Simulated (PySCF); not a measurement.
## Geometry relaxation of CH$_{8}$AlAs

System: CH$_{8}$AlAs.
Method: PBE0-D3(BJ)/def2-SVP geometry optimisation, gas phase (PySCF 2.14.0).

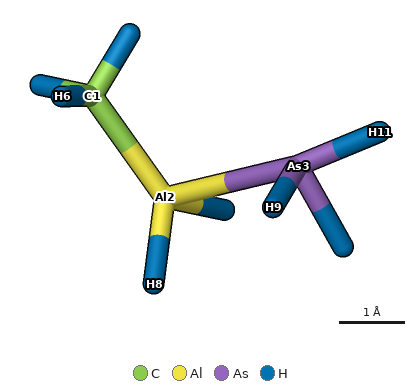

The input geometry (stick view, seen at a tilt; atoms are numbered from 1 in the order of the input). Sticks mark near contacts.

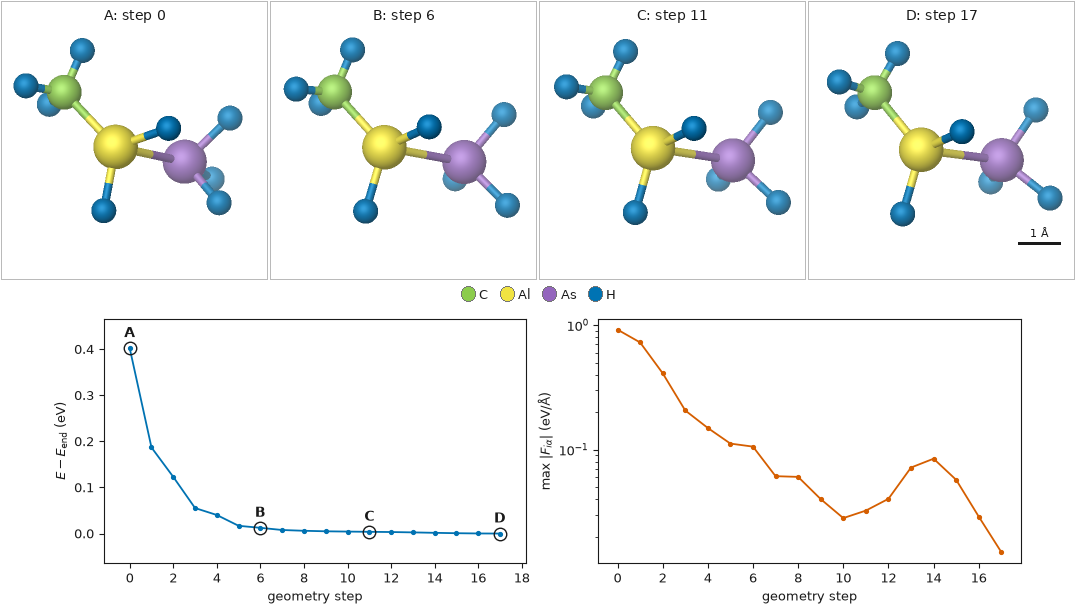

Frames of the relaxation (ball-and-stick view, seen at a tilt) above the curves, on which the letters mark them (steps are counted from 0).

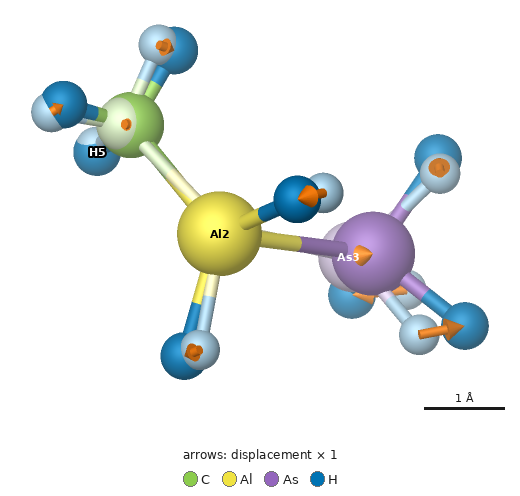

Start (faint) and end (solid) with the displacements as orange arrows, at true length (ball-and-stick view, seen at a tilt). The two geometries are laid on each other by the best rigid fit. After 17 geometry steps the energy has fallen by 0.402 eV. The largest force component goes from 0.92 to 0.015 eV/Å. H11 moves most after the best rigid fit: 0.71 Å. By element the largest moves are H 0.71 Å, As 0.37 Å, C 0.12 Å, Al 0.08 Å. Among the contacts that change: Al2–H7 1.564 → 1.605 Å, Al2–H8 1.572 → 1.605 Å, C1–H4 1.080 → 1.104 Å, As3–H10 1.490 → 1.511 Å. Among the angles that change: Al2–As3–H11 165.4° → 121.7°, Al2–As3–H10 92.6° → 118.2°, Al2–As3–H9 104.9° → 120.0°. (Atoms are counted from 1 in the order of the input.)

The input and output of the run follow.

**The input**
```
{"job": {"xc": "PBE0", "basis": "def2-SVP", "d3": "d3bj", "grid": 1, "maxiter": 30, "shake": 0.01, "kind": "geom"}, "charge": 0, "multiplicity": 1}
C     -1.870390     0.495540     0.123930
Al    -0.588000    -0.896080    -0.378890
As     1.699960     0.408690    -0.042520
H     -2.899810     0.302050    -0.140770
H     -1.662230     1.475020    -0.374530
H     -1.886190     0.720180     1.199380
H     -0.234090    -1.313160    -1.844120
H     -0.026520    -1.913790     0.679940
H      2.084910     0.156640     1.406360
H      2.512280    -0.770200    -0.456860
H      2.908190     1.309270    -0.187570
```

The first line tells a small driver script what to run in PySCF; the rest is the geometry in Å.

Run as:
```bash
OMP_NUM_THREADS=1 python <driver script> task.json out
```

**The program's output**
```
step   0  E = -2520.36412224  max force = 0.017902
step   1  E = -2520.37204084  max force = 0.014129
step   2  E = -2520.37438483  max force = 0.008001
step   3  E = -2520.37686801  max force = 0.004019
step   4  E = -2520.37742294  max force = 0.002910
step   5  E = -2520.37828400  max force = 0.002180
step   6  E = -2520.37844592  max force = 0.002061
step   7  E = -2520.37861888  max force = 0.001195
step   8  E = -2520.37868115  max force = 0.001179
step   9  E = -2520.37872220  max force = 0.000781
step  10  E = -2520.37874501  max force = 0.000550
step  11  E = -2520.37876421  max force = 0.000633
step  12  E = -2520.37878085  max force = 0.000785
step  13  E = -2520.37880925  max force = 0.001401
step  14  E = -2520.37884388  max force = 0.001649
step  15  E = -2520.37887489  max force = 0.001117
step  16  E = -2520.37889497  max force = 0.000566
step  17  E = -2520.37890254  max force = 0.000294
optimisation converged
```

**Trajectory as extended XYZ (Å, eV, eV/Å), 18 frames, from step=0 to step=17**
```
11
Properties=species:S:1:pos:R:3:forces:R:3 step=0 energy=-68582.60104
C    -1.8704    0.4955    0.1239    0.3599   0.9206  -0.1188
Al   -0.5880   -0.8961   -0.3789   -0.4424   0.3503  -0.0188
As    1.7000    0.4087   -0.0425    0.7663  -0.1256   0.8020
H    -2.8998    0.3020   -0.1408   -0.7806  -0.4039  -0.2323
H    -1.6622    1.4750   -0.3745    0.1226  -0.4511   0.1087
H    -1.8862    0.7202    1.1994    0.1335  -0.1075   0.1911
H    -0.2341   -1.3132   -1.8441   -0.0721  -0.0266  -0.5502
H    -0.0265   -1.9138    0.6799    0.1550  -0.1816   0.3917
H     2.0849    0.1566    1.4064   -0.2525   0.0811   0.0677
H     2.5123   -0.7702   -0.4569    0.2510  -0.4795  -0.2963
H     2.9082    1.3093   -0.1876   -0.2407   0.4239  -0.3447
11
Properties=species:S:1:pos:R:3:forces:R:3 step=1 energy=-68582.81652
C    -1.9271    0.5112    0.1107   -0.1845   0.2388   0.0325
Al   -0.6136   -0.8645   -0.3679   -0.0519   0.1622  -0.1010
As    1.7758    0.3299    0.0201    0.7266  -0.4540   0.4201
H    -2.9629    0.2748   -0.1848    0.0006  -0.1649  -0.0199
H    -1.7062    1.4713   -0.3875    0.0881  -0.0352  -0.0413
H    -1.9549    0.7212    1.1923    0.0454  -0.0601   0.0396
H    -0.2862   -1.2453   -1.8795   -0.0777   0.0068  -0.1262
H    -0.0412   -1.8933    0.7145    0.0034  -0.0265   0.1056
H     2.2399    0.1434    1.4547   -0.2247   0.1110   0.0416
H     2.6518   -0.8252   -0.4277   -0.0771  -0.0083  -0.1439
H     2.8629    1.3507   -0.2606   -0.2482   0.2303  -0.2072
11
Properties=species:S:1:pos:R:3:forces:R:3 step=2 energy=-68582.88030
C    -1.9309    0.5160    0.1067   -0.0949   0.1335   0.0759
Al   -0.6129   -0.8600   -0.3653    0.0389   0.1465  -0.1351
As    1.8104    0.2997    0.0398    0.4114  -0.3974   0.2172
H    -2.9600    0.2521   -0.1927    0.0344  -0.0814  -0.0075
H    -1.7056    1.4711   -0.3994    0.0159  -0.0394  -0.0119
H    -1.9572    0.7206    1.1903    0.0101  -0.0181  -0.0099
H    -0.3250   -1.2298   -1.8954   -0.0431  -0.0048  -0.0163
H    -0.0529   -1.8978    0.7245   -0.0192  -0.0043   0.0313
H     2.2360    0.1568    1.4887   -0.0903   0.0922  -0.0078
H     2.7089   -0.8321   -0.4252   -0.0594   0.0324  -0.0369
H     2.8275    1.3775   -0.2877   -0.2039   0.1409  -0.0991
11
Properties=species:S:1:pos:R:3:forces:R:3 step=3 energy=-68582.94787
C    -1.9297    0.5294    0.1044    0.1394  -0.0774   0.0577
Al   -0.6083   -0.8473   -0.3816    0.1736   0.0602   0.0079
As    1.8653    0.2064    0.0829   -0.1780  -0.2067  -0.0936
H    -2.9408    0.2156   -0.2076    0.0057   0.0399  -0.0061
H    -1.7052    1.4809   -0.4048   -0.0927   0.0288   0.0035
H    -1.9593    0.7140    1.1910   -0.0242   0.0347  -0.0373
H    -0.3751   -1.2118   -1.9287    0.0130   0.0064   0.0674
H    -0.1031   -1.9111    0.7192   -0.0769  -0.0474  -0.0508
H     2.2681    0.2162    1.5379    0.0331   0.0780   0.0220
H     2.8699   -0.8329   -0.3613    0.0070   0.0195   0.0074
H     2.6564    1.4148   -0.3671   -0.0001   0.0639   0.0219
11
Properties=species:S:1:pos:R:3:forces:R:3 step=4 energy=-68582.96297
C    -1.9117    0.5324    0.1072    0.1450  -0.0568   0.0049
Al   -0.5996   -0.8527   -0.3863    0.1470   0.0188   0.0739
As    1.8604    0.1764    0.0896   -0.1496  -0.0893  -0.0799
H    -2.9197    0.2182   -0.2134   -0.0137   0.0300   0.0020
H    -1.6928    1.4891   -0.3946   -0.0735   0.0232   0.0045
H    -1.9492    0.7100    1.1939   -0.0194   0.0288  -0.0102
H    -0.3663   -1.2115   -1.9320    0.0204   0.0106   0.0289
H    -0.1401   -1.9441    0.7075   -0.0764  -0.0475  -0.0521
H     2.2673    0.2541    1.5426    0.0139   0.0606  -0.0022
H     2.9159   -0.8189   -0.3337    0.0057   0.0160  -0.0016
H     2.5741    1.4213   -0.3964    0.0007   0.0057   0.0319
11
Properties=species:S:1:pos:R:3:forces:R:3 step=5 energy=-68582.98640
C    -1.8440    0.5349    0.1188    0.0466   0.0420  -0.0655
Al   -0.5689   -0.8819   -0.3869   -0.0117  -0.0961   0.1070
As    1.8261    0.1213    0.0961   -0.0058   0.1121   0.0146
H    -2.8512    0.2364   -0.2203   -0.0262  -0.0133   0.0248
H    -1.6354    1.5052   -0.3619    0.0095  -0.0062  -0.0043
H    -1.9032    0.6994    1.2057    0.0009  -0.0017   0.0306
H    -0.3207   -1.2143   -1.9318    0.0239   0.0200  -0.0520
H    -0.2473   -2.0533    0.6696   -0.0424  -0.0227  -0.0304
H     2.2243    0.3605    1.5345   -0.0136   0.0057  -0.0029
H     2.9960   -0.7571   -0.2759    0.0025   0.0016  -0.0210
H     2.3624    1.4229   -0.4637    0.0163  -0.0414  -0.0008
11
Properties=species:S:1:pos:R:3:forces:R:3 step=6 energy=-68582.99081
C    -1.8251    0.5307    0.1217   -0.0075   0.0441  -0.0385
Al   -0.5648   -0.8993   -0.3833   -0.0456  -0.0804   0.0483
As    1.8119    0.1251    0.1004    0.0331   0.1060   0.0360
H    -2.8360    0.2430   -0.2175   -0.0140  -0.0139   0.0240
H    -1.6102    1.5014   -0.3558    0.0231  -0.0142  -0.0079
H    -1.8868    0.6943    1.2092    0.0095  -0.0050   0.0188
H    -0.3062   -1.2133   -1.9323    0.0230   0.0211  -0.0335
H    -0.2778   -2.0933    0.6554   -0.0210  -0.0107  -0.0157
H     2.2155    0.3945    1.5323   -0.0117  -0.0178  -0.0004
H     2.9933   -0.7378   -0.2723    0.0102   0.0067  -0.0065
H     2.3244    1.4290   -0.4736    0.0010  -0.0359  -0.0247
11
Properties=species:S:1:pos:R:3:forces:R:3 step=7 energy=-68582.99552
C    -1.7945    0.5211    0.1272   -0.0583   0.0160   0.0205
Al   -0.5642   -0.9351   -0.3801   -0.0491  -0.0499  -0.0614
As    1.7931    0.1321    0.1060    0.0392   0.0258   0.0498
H    -2.8145    0.2544   -0.2043    0.0105  -0.0030   0.0131
H    -1.5609    1.4875   -0.3498    0.0198  -0.0136  -0.0117
H    -1.8507    0.6844    1.2161    0.0207  -0.0013  -0.0083
H    -0.2841   -1.2123   -1.9370    0.0088   0.0182   0.0116
H    -0.3319   -2.1638    0.6271    0.0062   0.0051   0.0068
H     2.1836    0.4490    1.5314    0.0065  -0.0055   0.0057
H     3.0136   -0.6819   -0.2518    0.0037  -0.0029   0.0042
H     2.2486    1.4390   -0.5005   -0.0080   0.0110  -0.0302
11
Properties=species:S:1:pos:R:3:forces:R:3 step=8 energy=-68582.99721
C    -1.7833    0.5107    0.1301   -0.0546  -0.0189   0.0321
Al   -0.5672   -0.9567   -0.3830   -0.0347  -0.0046  -0.0606
As    1.7825    0.1429    0.1198    0.0342  -0.0222   0.0388
H    -2.8086    0.2563   -0.1941    0.0113   0.0081   0.0067
H    -1.5364    1.4727   -0.3489    0.0057  -0.0076  -0.0106
H    -1.8302    0.6739    1.2197    0.0196   0.0039  -0.0135
H    -0.2694   -1.2047   -1.9428    0.0127   0.0138   0.0251
H    -0.3575   -2.2031    0.6054    0.0134   0.0085   0.0102
H     2.1925    0.4910    1.5326   -0.0136  -0.0008   0.0093
H     3.0137   -0.6560   -0.2379    0.0061   0.0121  -0.0076
H     2.2021    1.4472   -0.5166   -0.0002   0.0077  -0.0299
11
Properties=species:S:1:pos:R:3:forces:R:3 step=9 energy=-68582.99833
C    -1.7770    0.5009    0.1336   -0.0178  -0.0311   0.0158
Al   -0.5695   -0.9714   -0.3899   -0.0018   0.0127  -0.0402
As    1.7793    0.1475    0.1222   -0.0049  -0.0395   0.0164
H    -2.8076    0.2544   -0.1784    0.0028   0.0077   0.0031
H    -1.5244    1.4587   -0.3508   -0.0082   0.0018  -0.0077
H    -1.8081    0.6662    1.2232    0.0131   0.0054  -0.0069
H    -0.2561   -1.2035   -1.9482   -0.0004   0.0081   0.0131
H    -0.3680   -2.2242    0.5911    0.0135   0.0046   0.0100
H     2.1678    0.5160    1.5362    0.0036   0.0183  -0.0069
H     3.0327   -0.6230   -0.2217   -0.0019   0.0064  -0.0002
H     2.1690    1.4525   -0.5331    0.0021   0.0056   0.0034
11
Properties=species:S:1:pos:R:3:forces:R:3 step=10 energy=-68582.99895
C    -1.7807    0.4924    0.1347    0.0087  -0.0227  -0.0058
Al   -0.5691   -0.9745   -0.3958    0.0083   0.0146   0.0015
As    1.7786    0.1516    0.1266   -0.0146  -0.0283  -0.0005
H    -2.8135    0.2446   -0.1676   -0.0046   0.0012   0.0059
H    -1.5328    1.4490   -0.3548   -0.0122   0.0019  -0.0031
H    -1.7997    0.6605    1.2239    0.0043   0.0050   0.0020
H    -0.2499   -1.1980   -1.9528    0.0014   0.0041  -0.0008
H    -0.3591   -2.2262    0.5853    0.0057   0.0008   0.0003
H     2.1686    0.5326    1.5368   -0.0023   0.0160  -0.0025
H     3.0367   -0.6124   -0.2140   -0.0016   0.0027  -0.0030
H     2.1592    1.4547   -0.5380    0.0069   0.0047   0.0060
11
Properties=species:S:1:pos:R:3:forces:R:3 step=11 energy=-68582.99947
C    -1.7861    0.4783    0.1366    0.0245  -0.0023  -0.0202
Al   -0.5650   -0.9772   -0.4028    0.0165   0.0145   0.0325
As    1.7770    0.1595    0.1294   -0.0193   0.0057  -0.0206
H    -2.8216    0.2235   -0.1490   -0.0084  -0.0101   0.0092
H    -1.5522    1.4343   -0.3615   -0.0109  -0.0012   0.0006
H    -1.7881    0.6527    1.2248   -0.0041   0.0026   0.0083
H    -0.2408   -1.1901   -1.9590    0.0018  -0.0020  -0.0126
H    -0.3392   -2.2266    0.5783   -0.0031  -0.0061  -0.0081
H     2.1614    0.5563    1.5369   -0.0005   0.0034  -0.0025
H     3.0407   -0.5975   -0.2062   -0.0004  -0.0018   0.0053
H     2.1520    1.4610   -0.5431    0.0040  -0.0028   0.0081
11
Properties=species:S:1:pos:R:3:forces:R:3 step=12 energy=-68582.99992
C    -1.7900    0.4592    0.1401    0.0245   0.0176  -0.0189
Al   -0.5567   -0.9816   -0.4096    0.0186   0.0087   0.0404
As    1.7735    0.1723    0.1303   -0.0140   0.0336  -0.0323
H    -2.8281    0.1914   -0.1231   -0.0059  -0.0192   0.0094
H    -1.5779    1.4147   -0.3688   -0.0073  -0.0047   0.0023
H    -1.7729    0.6423    1.2268   -0.0079  -0.0005   0.0082
H    -0.2287   -1.1810   -1.9667    0.0008  -0.0061  -0.0130
H    -0.3154   -2.2314    0.5673   -0.0086  -0.0105  -0.0124
H     2.1484    0.5897    1.5344   -0.0002  -0.0083   0.0021
H     3.0465   -0.5731   -0.1950   -0.0005  -0.0078   0.0106
H     2.1396    1.4717   -0.5516    0.0004  -0.0028   0.0037
11
Properties=species:S:1:pos:R:3:forces:R:3 step=13 energy=-68583.00069
C    -1.7986    0.4167    0.1496    0.0138   0.0452  -0.0083
Al   -0.5361   -0.9889   -0.4218    0.0202  -0.0006   0.0394
As    1.7660    0.2071    0.1272   -0.0069   0.0720  -0.0483
H    -2.8381    0.1132   -0.0644    0.0010  -0.0293   0.0057
H    -1.6391    1.3701   -0.3821   -0.0010  -0.0095   0.0034
H    -1.7437    0.6205    1.2317   -0.0095  -0.0059   0.0053
H    -0.2052   -1.1633   -1.9815   -0.0025  -0.0107  -0.0088
H    -0.2597   -2.2401    0.5440   -0.0134  -0.0154  -0.0141
H     2.1177    0.6581    1.5271    0.0051  -0.0274   0.0053
H     3.0542   -0.5211   -0.1759    0.0012  -0.0120   0.0226
H     2.1207    1.5020   -0.5697   -0.0080  -0.0064  -0.0022
11
Properties=species:S:1:pos:R:3:forces:R:3 step=14 energy=-68583.00164
C    -1.8078    0.3577    0.1653   -0.0059   0.0639   0.0110
Al   -0.5056   -0.9972   -0.4351    0.0149  -0.0165   0.0204
As    1.7552    0.2600    0.1166    0.0075   0.0848  -0.0498
H    -2.8413   -0.0016    0.0177    0.0104  -0.0317  -0.0018
H    -1.7257    1.3043   -0.3954    0.0059  -0.0117   0.0032
H    -1.7078    0.5928    1.2383   -0.0075  -0.0096  -0.0003
H    -0.1792   -1.1421   -1.9995   -0.0062  -0.0129   0.0006
H    -0.1821   -2.2509    0.5128   -0.0137  -0.0136  -0.0099
H     2.0731    0.7467    1.5127    0.0076  -0.0354   0.0102
H     3.0639   -0.4447   -0.1520    0.0010  -0.0145   0.0254
H     2.0953    1.5493   -0.5971   -0.0139  -0.0029  -0.0089
11
Properties=species:S:1:pos:R:3:forces:R:3 step=15 energy=-68583.00248
C    -1.8142    0.3247    0.1771   -0.0146   0.0474   0.0282
Al   -0.4862   -0.9978   -0.4385    0.0049  -0.0211  -0.0062
As    1.7511    0.2972    0.1013    0.0112   0.0574  -0.0298
H    -2.8369   -0.0765    0.0656    0.0115  -0.0204  -0.0076
H    -1.7826    1.2646   -0.3991    0.0071  -0.0079  -0.0007
H    -1.6945    0.5791    1.2439   -0.0027  -0.0080  -0.0050
H    -0.1736   -1.1366   -2.0069   -0.0075  -0.0093   0.0071
H    -0.1313   -2.2502    0.5003   -0.0075  -0.0048  -0.0010
H     2.0488    0.7870    1.5008    0.0094  -0.0257   0.0054
H     3.0663   -0.4029   -0.1468    0.0017  -0.0080   0.0185
H     2.0914    1.5857   -0.6132   -0.0135   0.0004  -0.0088
11
Properties=species:S:1:pos:R:3:forces:R:3 step=16 energy=-68583.00303
C    -1.8178    0.3134    0.1864   -0.0045   0.0069   0.0291
Al   -0.4779   -0.9954   -0.4345   -0.0065  -0.0157  -0.0245
As    1.7527    0.3189    0.0837    0.0067   0.0018   0.0013
H    -2.8311   -0.1141    0.0855    0.0046  -0.0005  -0.0083
H    -1.8104    1.2492   -0.3963    0.0028  -0.0017  -0.0033
H    -1.6958    0.5749    1.2511    0.0010  -0.0023  -0.0052
H    -0.1843   -1.1449   -2.0057   -0.0056  -0.0019   0.0089
H    -0.1067   -2.2441    0.5035    0.0022   0.0064   0.0078
H     2.0457    0.7920    1.4898    0.0043  -0.0005  -0.0010
H     3.0672   -0.3857   -0.1561    0.0009   0.0011  -0.0014
H     2.0967    1.6099   -0.6232   -0.0059   0.0063  -0.0034
11
Properties=species:S:1:pos:R:3:forces:R:3 step=17 energy=-68583.00323
C    -1.8159    0.3162    0.1896    0.0031  -0.0050   0.0139
Al   -0.4801   -0.9973   -0.4313   -0.0043  -0.0082  -0.0151
As    1.7535    0.3188    0.0791    0.0008  -0.0128   0.0052
H    -2.8294   -0.1095    0.0839   -0.0003   0.0043  -0.0039
H    -1.8038    1.2521   -0.3930    0.0004   0.0004  -0.0009
H    -1.6961    0.5759    1.2547    0.0001  -0.0005  -0.0013
H    -0.1921   -1.1522   -2.0026   -0.0042  -0.0009   0.0043
H    -0.1096   -2.2441    0.5094    0.0045   0.0067   0.0077
H     2.0509    0.7869    1.4860    0.0017   0.0064  -0.0040
H     3.0682   -0.3842   -0.1649    0.0005   0.0037  -0.0066
H     2.0927    1.6117   -0.6267   -0.0023   0.0057   0.0007
```

**Summary**

| quantity | value |
| --- | --- |
| outcome | converged |
| total energy | −2520.378903 hartree |
| dipole moment | 3.78 D |
| point group | C1 |
| hardware | 1 CPU thread, shared host |
| wall time | 64 s |
| peak memory | 0.42 GiB |
